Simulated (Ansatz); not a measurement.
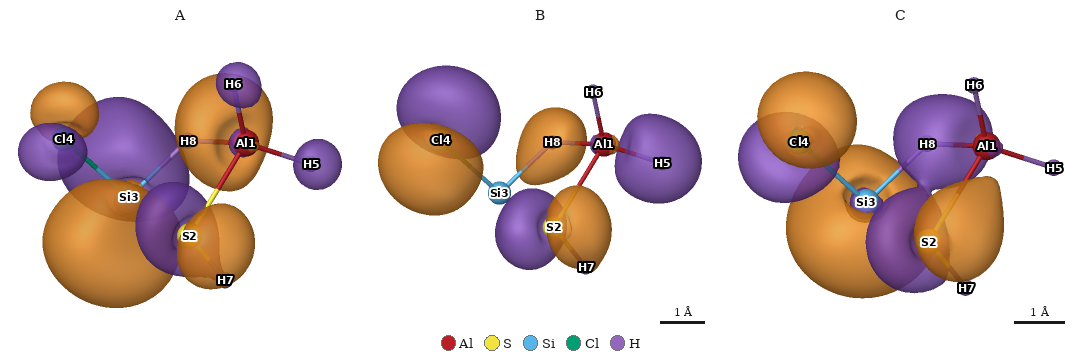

Figure 1: AlClH₄SSi. Three frontier orbitals at ±0.08 Å⁻³ᐟ² (orange and purple are the two phases), in no order.

Computed with Ansatz 0.2.0, RKS BLYP/def2-SVP.

```yaml
atoms:
  - { symbol: Al, position_ang: [-0.2358, 1.1799, 0.3972] }
  - { symbol: S, position_ang: [1.7282, 0.6161, -0.8305] }
  - { symbol: Si, position_ang: [0.4980, -1.5123, -0.5262] }
  - { symbol: Cl, position_ang: [1.5192, -2.0570, 1.2824] }
  - { symbol: H, position_ang: [-1.2615, 1.9460, -0.5456] }
  - { symbol: H, position_ang: [0.1214, 1.4729, 1.9120] }
  - { symbol: H, position_ang: [1.2303, 0.8814, -2.0749] }
  - { symbol: H, position_ang: [-0.6633, -0.5356, 0.2465] }
```

Q: Order the three orbitals by energy and name them.

A: B is the HOMO−1 (−7.11 eV). It lies mainly on Cl4 (about 60 %), S2 (about 10 %), H5 (about 10 %) and Al1 (about 5 %). C is the HOMO (−5.98 eV). By Hirshfeld shares it lies mainly on Si3 (about 50 %), Cl4 (about 25 %), S2 (about 15 %) and Al1 (about 5 %). A is the LUMO (−1.91 eV). It lies mainly on Si3 (about 60 %), S2 (about 15 %), Al1 (about 10 %) and Cl4 (about 5 %).

Q: What is the HOMO–LUMO gap?

A: 4.07 eV between the orbital energies.
